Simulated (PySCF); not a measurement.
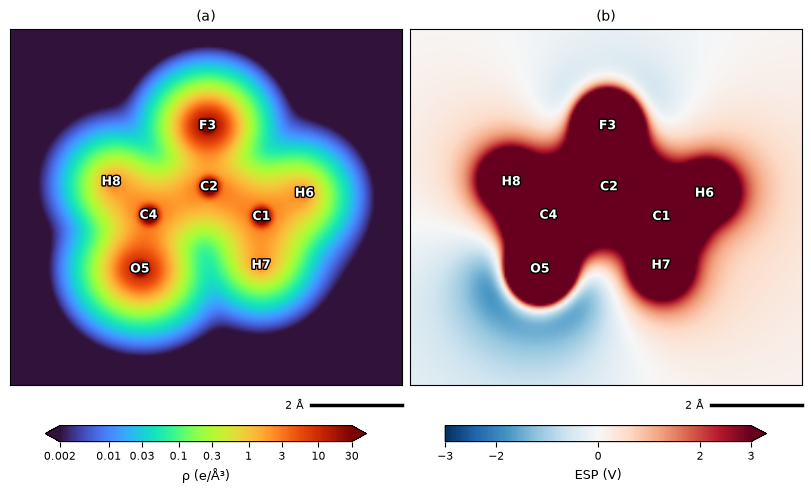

The picture shows: C3H3FO (SMILES C=C(F)C=O). (a) electron density; (b) electrostatic potential on the molecular plane.

Geometry: GFN2-xTB.

Computed with PySCF 2.14.0, PBE0/pcSseg-1, SCF density, gas phase, non-relativistic.

```xyz
8

C    -1.1946   -0.1352    0.3563
C    -0.0212    0.4329    0.1053
F     0.1813    1.7440    0.3462
C     1.1606   -0.2566   -0.4426
O     1.1947   -1.4234   -0.7260
H    -2.0243    0.4198    0.7568
H    -1.3191   -1.1831    0.1517
H     2.0316    0.4110   -0.5723
```

> Describe what can be read from this map.

Atoms in the plane: C, F, O and H.
C–O (1.20 Å): ρ is about 3.3 e/Å³ halfway.
C–C (1.33 Å): ρ is about 2.3 e/Å³ halfway.
C–F (1.35 Å): ρ at the midpoint is about 2.2 e/Å³, with its minimum of 1.8 e/Å³ about 0.5 Å from C.
C–H (1.07 Å): ρ is about 2.1 e/Å³ halfway.
C–C (1.47 Å): ρ at the midpoint is about 1.9 e/Å³.
Outside the dense part of the molecule the potential is most negative (−1.7 V) near O5.
